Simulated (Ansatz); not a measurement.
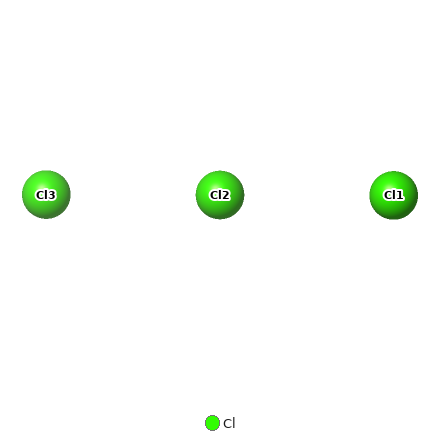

The system is Cl⁻ + Cl₂; the picture shows the reference structure. 
- First axis: distance Cl1–Cl2. Second axis: distance Cl2–Cl3.
- Nothing is relaxed (the angle Cl1–Cl2–Cl3 is fixed at 180 degrees).
- Grid: 17 × 17 points; 153 points were computed and 136 follow by symmetry.
- Energies: kJ/mol, counted from Cl with charge -1 far from the relaxed ClCl (each part in its own basis).
- The reference is spin-restricted, so regions where a bond is pulled apart into radicals lie too high.
- All numbers below come from RKS PBE0-D4/def2-SVPD in Ansatz.

Its coordinates:

```csv
atom,x (Å),y (Å),z (Å)
Cl,-2.3150,0.0000,0.0000
Cl,0.0000,0.0000,0.0000
Cl,2.3150,0.0000,0.0000
```

Range: distance Cl1–Cl2 from 1.632 to 3.632 Å; distance Cl2–Cl3 from 1.632 to 3.632 Å.

### What landscape does the calculation give?

The lowest grid point is at distance Cl1–Cl2 = 2.315 Å, distance Cl2–Cl3 = 2.315 Å, −146 kJ/mol from Cl with charge -1 far from the relaxed ClCl (each part in its own basis). No other kind of well shows on this grid. The highest grid point, distance Cl1–Cl2 = 1.632 Å, distance Cl2–Cl3 = 1.632 Å, lies 1262 kJ/mol above the lowest. Round the minimum the valley is somewhat tilted: raising distance Cl1–Cl2 shifts the best value of distance Cl2–Cl3 downwards (coupling k₁₂/√(k₁₁k₂₂) about 0.4).

```tsv
distance Cl2–Cl3 ↓, distance Cl1–Cl2 →	1.686	1.859	2.073	2.315	2.579	2.861	3.159	3.471
3.471	156	−9	−64	−55	−16	32	75	108
3.159	149	−21	−83	−80	−44	2	43	75
2.861	147	−32	−105	−110	−80	−38	2	32
2.579	160	−32	−120	−138	−117	−80	−44	−16
2.315	210	−2	−111	−146	−138	−110	−80	−55
2.073	325	87	−52	−111	−120	−105	−83	−64
1.859	534	262	87	−2	−32	−32	−21	−9
1.686	840	534	325	210	160	147	149	156
```

The table holds every second grid line.

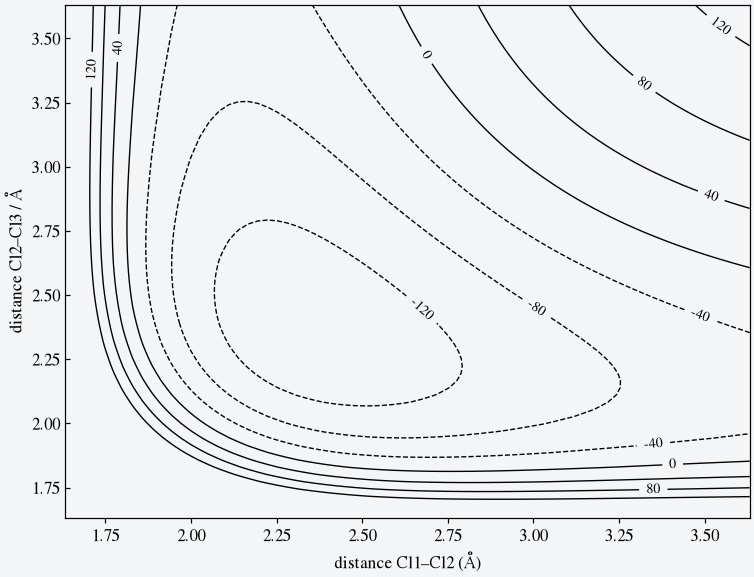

The picture shows contour lines labelled in kJ/mol (none above 120). Between grid points the surface is interpolated.

The whole map (153 points run) took 8.2 min on 1 thread of Arm Neoverse V1 (shared host).
